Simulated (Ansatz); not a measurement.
Input file:

```
crystal:
  periodic: [false, false, false]
  atoms:
    - {symbol: Cl, position_ang: [0.606857, 3.002906, -1.269050]}
    - {symbol: F, position_ang: [-0.981383, -2.099126, -0.508125]}
    - {symbol: O, position_ang: [0.436473, -0.113108, -1.767361]}
    - {symbol: O, position_ang: [-0.837525, 0.566962, 0.133383]}
    - {symbol: Si, position_ang: [-1.026270, -0.595400, -1.076242]}
    - {symbol: Si, position_ang: [0.652532, 1.061468, -0.543797]}
    - {symbol: H, position_ang: [-2.220006, -0.468484, -1.921747]}
basis:
  gaussian:
    orbitals: def2-SVPD
magnetization:
  spin_polarized: true
  initial_magnetization: 1
hamiltonian:
  xc: pbe0
output: {forces: true, orbitals: {seedname: orbitals}}
```

Run with:

```sh
ansatz run input.yaml --threads 2 --pin off --max-ram 4350MiB --events-out events.jsonl --progress --plain --runs-dir runs
```

Geometry: B3LYP-D3(BJ)/def2-SVP.

Level of theory: isolated molecule in a Gaussian basis; Kohn-Sham density functional theory, functional PBE0 (Ansatz 0.2.0).

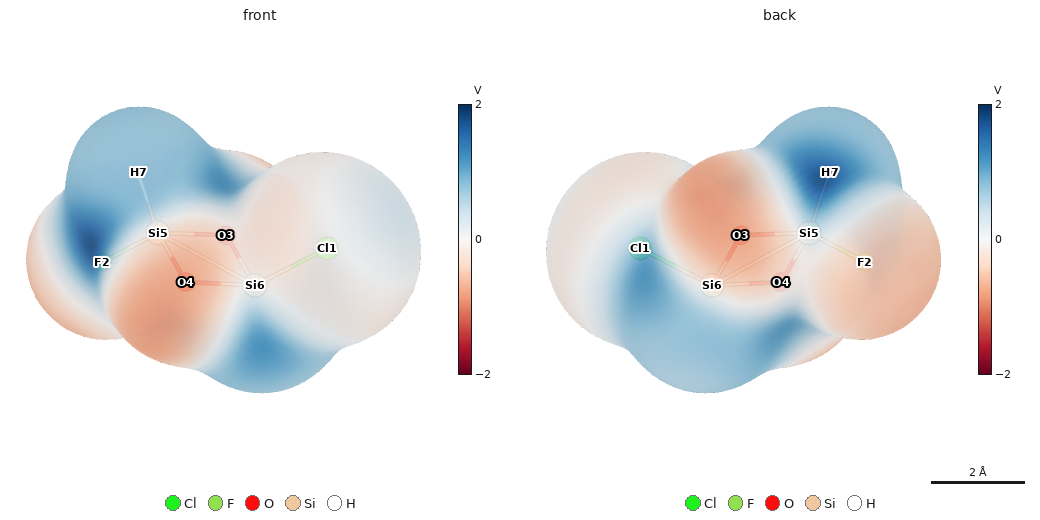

ClFHO2Si2 (doublet). The molecular electrostatic potential painted on the density surface at 0.001 e/bohr³, seen from the front and from behind; the colour scale runs from red (negative) to blue (positive).

Q: Where is the surface potential most negative and most positive?

A: The most negative region (about −0.9 V, or −21 kcal/mol for a unit charge) lies over O3 and O4, the most positive (about +1.7 V, or +39 kcal/mol for a unit charge) over Si5. Cl1 shows a σ-hole: about +0.3 V, or +7 kcal/mol for a unit charge at the tip opposite its bond, against about −0.1 V on its flanks.
